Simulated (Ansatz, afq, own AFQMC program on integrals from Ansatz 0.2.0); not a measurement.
# AlGeH2 (quartet): quantum Monte Carlo beside coupled cluster at distance Ge1–Al2 = 2.631 Å, cc-pVDZ, part 2 of 2

Ansatz 0.2.0, Gaussian basis, and an in-house AFQMC program (afq) on its integrals; all values are calculated; cc-pVDZ, frozen cores. Earlier steps stand in the parts before.

### 10 Phaseless AFQMC, CISD trial on UHF

It reads the integrals that the CCSD(T) run on this determinant wrote.

The run is started by

```
$ afq ham --method phaseless --trial cisd --walkers 60 --populations 1 --least-time 40 --time-step 0.005 --steps-per-block 50 --equilibration-blocks 28 --max-blocks 300 --target-error 0.00036 --factor-cut 1e-05 --start spin_pure --seed 6626 --release-times 0.24,0.51,0.99,1.62,2.4 --release-step 0.03 --release-every 4 --taylor-order 6
```

Output:

```text
orbitals 36  electrons 6 3  factors 280 of 595
reference energy -2318.32812325 Eh
CCSD correlation -0.14245898 Eh in 13 cycles, weight of the determinant in the CISD state 0.8715
energy of the start -2318.470018 Eh
 block  time / (1/Eh)  mean weight  energy / Eh
     1     0.250  1.0007  -2318.468790
     2     0.500  1.0006  -2318.469400
     3     0.750  0.9999  -2318.470419
     4     1.000  0.9993  -2318.470640
     5     1.250  0.9991  -2318.471976
     6     1.500  1.0012  -2318.471975
     7     1.750  0.9996  -2318.474097
     8     2.000  0.9977  -2318.474280
     9     2.250  0.9990  -2318.472425
    10     2.500  0.9988  -2318.472307
    13     3.250  1.0011  -2318.473451
    17     4.250  0.9992  -2318.475418
    21     5.250  1.0013  -2318.473706
    25     6.250  1.0003  -2318.477045
    29     7.250  1.0018  -2318.480489
    33     8.250  1.0001  -2318.476493
    37     9.250  0.9979  -2318.476871
    41    10.250  0.9998  -2318.475194
    45    11.250  0.9991  -2318.475593
    49    12.250  0.9975  -2318.476421
    53    13.250  1.0011  -2318.475121
    57    14.250  1.0006  -2318.475168
    61    15.250  1.0002  -2318.473067
    65    16.250  1.0000  -2318.475970
    69    17.250  0.9993  -2318.477598
    73    18.250  1.0005  -2318.475898
    77    19.250  1.0005  -2318.475362
    81    20.250  1.0026  -2318.474291
    85    21.250  1.0009  -2318.475837
    89    22.250  0.9995  -2318.475779
    93    23.250  0.9988  -2318.477660
    97    24.250  1.0006  -2318.476184
   101    25.250  1.0000  -2318.474413
   105    26.250  1.0003  -2318.477685
   109    27.250  1.0008  -2318.473717
   113    28.250  0.9993  -2318.479589
   117    29.250  1.0006  -2318.480457
   121    30.250  0.9999  -2318.479850
   125    31.250  0.9998  -2318.474044
   129    32.250  1.0012  -2318.475547
   133    33.250  1.0008  -2318.475611
   137    34.250  1.0010  -2318.476633
   141    35.250  1.0008  -2318.475070
   145    36.250  1.0001  -2318.477870
   149    37.250  1.0001  -2318.473783
   153    38.250  0.9993  -2318.474510
   157    39.250  1.0004  -2318.475547
   161    40.250  0.9998  -2318.479550
   165    41.250  0.9998  -2318.473168
   169    42.250  1.0001  -2318.475844
   173    43.250  0.9977  -2318.476159
   177    44.250  0.9982  -2318.474106
   181    45.250  0.9987  -2318.476116
   185    46.250  1.0003  -2318.473711
blocks merged  error / Eh  count
     1  0.000163  160
     2  0.000214  80
     4  0.000270  40
     8  0.000307  20
    16  0.000355  10
released: time / (1/Eh)  energy / Eh  error  mean overlap
  0.24  -2318.476321  0.000370  0.9971
  0.51  -2318.476533  0.000304  0.9925
  0.99  -2318.476572  0.000278  0.9907
  1.62  -2318.477015  0.000311  0.9888
  2.40  -2318.477055  0.000441  0.9950
energy -2318.476103 +/- 0.000307 Eh
```

Run time: 2.5 min. Hardware: 1 thread of Intel Xeon 6975P-C (Granite Rapids), shared host.

Energy -63088.9488 ± 0.0084 eV. Caveats: constraint bias not in the error.

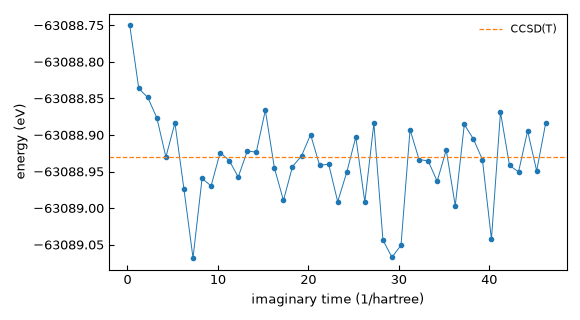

Block energies along the walk.

### 11 Phaseless AFQMC, single-determinant trial on UHF

It reads the integrals that the CCSD(T) run on this determinant wrote.

The run is started by

```
$ afq ham --method phaseless --trial hf --walkers 120 --populations 1 --least-time 40 --time-step 0.005 --steps-per-block 20 --equilibration-blocks 112 --max-blocks 600 --target-error 0.00108 --factor-cut 1e-05 --start spin_pure --seed 608 --taylor-order 6
```

Output:

```text
orbitals 36  electrons 6 3  factors 280 of 595
reference energy -2318.32812325 Eh
CCSD correlation -0.14245898 Eh in 13 cycles, weight of the determinant in the CISD state 0.8715
energy of the start -2318.328484 Eh
 block  time / (1/Eh)  mean weight  energy / Eh
     1     0.100  1.0002  -2318.348048
     2     0.200  1.0008  -2318.362264
     3     0.300  1.0010  -2318.376261
     4     0.400  0.9994  -2318.387153
     5     0.500  1.0009  -2318.399350
     6     0.600  1.0016  -2318.409003
     7     0.700  1.0009  -2318.416998
     8     0.800  1.0002  -2318.424584
     9     0.900  1.0007  -2318.427215
    10     1.000  1.0009  -2318.431773
    13     1.300  0.9993  -2318.441769
    25     2.500  0.9993  -2318.459809
    37     3.700  1.0003  -2318.477168
    49     4.900  1.0011  -2318.475478
    61     6.100  0.9981  -2318.468792
    73     7.300  1.0005  -2318.461595
    85     8.500  1.0014  -2318.474991
    97     9.700  0.9994  -2318.467098
   109    10.900  1.0002  -2318.461095
   121    12.100  1.0003  -2318.470878
   133    13.300  1.0003  -2318.473124
   145    14.500  0.9998  -2318.462192
   157    15.700  0.9985  -2318.476920
   169    16.900  0.9992  -2318.470140
   181    18.100  0.9995  -2318.486711
   193    19.300  0.9996  -2318.480089
   205    20.500  0.9999  -2318.484027
   217    21.700  0.9997  -2318.465264
   229    22.900  0.9991  -2318.478800
   241    24.100  1.0000  -2318.471594
   253    25.300  1.0014  -2318.474932
   265    26.500  0.9990  -2318.476757
   277    27.700  1.0012  -2318.499993
   289    28.900  0.9995  -2318.478560
   301    30.100  1.0013  -2318.482593
   313    31.300  0.9994  -2318.472499
   325    32.500  1.0005  -2318.480979
   337    33.700  0.9999  -2318.476726
   349    34.900  1.0000  -2318.470971
   361    36.100  1.0009  -2318.472697
   373    37.300  1.0007  -2318.480671
   385    38.500  1.0011  -2318.462345
   397    39.700  1.0005  -2318.465559
   409    40.900  0.9990  -2318.474369
   421    42.100  1.0003  -2318.477850
   433    43.300  1.0000  -2318.486107
   445    44.500  1.0011  -2318.471929
   457    45.700  0.9994  -2318.461728
   469    46.900  1.0008  -2318.466177
   481    48.100  0.9990  -2318.472939
   493    49.300  1.0002  -2318.476686
   505    50.500  0.9987  -2318.479718
blocks merged  error / Eh  count
     1  0.000403  400
     2  0.000540  200
     4  0.000697  100
     8  0.000847  50
    16  0.000861  25
    32  0.001121  12
energy -2318.474591 +/- 0.000861 Eh
```

Run time: 98 s. Hardware: 1 thread of Intel Xeon 6975P-C (Granite Rapids), shared host.

Energy -63088.9076 ± 0.0234 eV. Caveats: constraint bias not in the error.

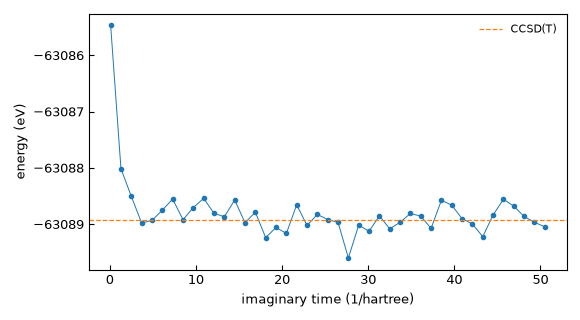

Block energies along the walk.

### 12 Free-projection AFQMC, CISD trial on UHF

It reads the integrals that the CCSD(T) run on this determinant wrote.

The run is started by

```
$ afq ham --method free --trial cisd --walkers 60 --time-step 0.03 --max-blocks 80 --target-error 0.00036 --factor-cut 1e-05 --seed 6316 --times 0,0.3,0.6,1.2,1.8,2.4,3.6,4.8,6 --taylor-order 8
```

Output:

```text
orbitals 36  electrons 6 3  factors 280 of 595
reference energy -2318.32812325 Eh
CCSD correlation -0.14245898 Eh in 13 cycles, weight of the determinant in the CISD state 0.8715
repeat  energy at the last time / Eh  error
    10  -2318.477126  0.001600
    20  -2318.477582  0.000948
    30  -2318.477025  0.000708
    40  -2318.477020  0.000621
    50  -2318.476986  0.000525
    60  -2318.476696  0.000460
    70  -2318.476908  0.000426
    80  -2318.476673  0.000410
time / (1/Eh)  energy / Eh  error  mean overlap
  0.00  -2318.470504  0.000070  1.1466
  0.30  -2318.473067  0.000091  1.1399
  0.60  -2318.474235  0.000118  1.1440
  1.20  -2318.475748  0.000134  1.1386
  1.80  -2318.476505  0.000152  1.1344
  2.40  -2318.476447  0.000183  1.1491
  3.60  -2318.476863  0.000297  1.1713
  4.80  -2318.477012  0.000376  1.1834
  6.00  -2318.476673  0.000410  1.2123
energy -2318.476673 +/- 0.000410 Eh
```

Wall time 3.7 min (1 thread of Intel Xeon 6975P-C (Granite Rapids), shared host).

Energy -63088.9643 ± 0.0112 eV. Caveats: remainder of the start not in the error.

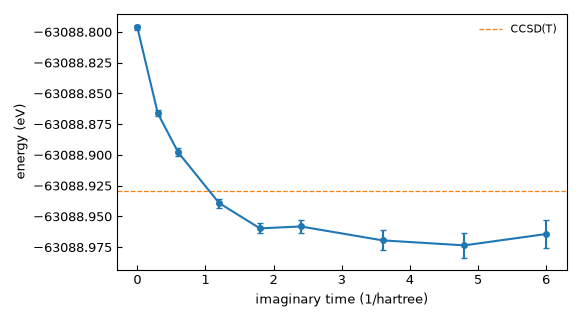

Energy against projection time, with error bars.

### 13 AFQMC on the ladder

On the UHF determinant, counted from CCSDT(Q) (a yardstick, not exact):

```
                                                             level  energy (eV)  from CCSDT(Q) (kcal/mol)  statistical error (kcal/mol)     time
                                                                HF  -63084.9220                    +93.53                                       
                                                               MP2  -63087.8944                    +24.99                                       
                                                              CCSD  -63088.7985                     +4.14                                       
                                                           CCSD(T)  -63088.9295                     +1.11                                       
                                                          CCSDT(Q)  -63088.9779                      0.00                                       
               Phaseless AFQMC, CISD trial, step 0.005, 60 walkers  -63088.9488                     +0.67                          0.19  2.5 min
Phaseless AFQMC, single-determinant trial, step 0.005, 120 walkers  -63088.9076                     +1.62                          0.54     98 s
          Free-projection AFQMC, CISD trial, step 0.03, 60 walkers  -63088.9643                     +0.31                          0.26  3.7 min
```

The functionals' totals stand on their own zeros and serve differences with other points: PBE -63131.037 eV; r2SCAN -63142.411 eV; PBE0 -63133.202 eV; B3LYP -63145.154 eV; wB97M-V -63139.357 eV; B2PLYP -63128.538 eV.

### 14 Results

The summary covers parts 1 to 2.

| quantity | value |
| --- | --- |
| CCSD(T) on UHF from CCSDT(Q) | +1.11 kcal/mol |
| Phaseless AFQMC, CISD trial on UHF from CCSDT(Q) | +0.67 ± 0.19 kcal/mol |
| Phaseless AFQMC, single-determinant trial on UHF from CCSDT(Q) | +1.62 ± 0.54 kcal/mol |
| Free-projection AFQMC, CISD trial on UHF from CCSDT(Q) | +0.31 ± 0.26 kcal/mol |

What this shows: On UHF the phaseless walk with the CISD trial lies +0.67 kcal/mol from CCSDT(Q), 3 times its error bar. Free projection has no constraint; at the last time it gives +0.31 ± 0.26 kcal/mol, and from a start that isn't spin pure other spins can mix in. Error bars are statistical and leave out the constraint, the time step and what remains of the start.
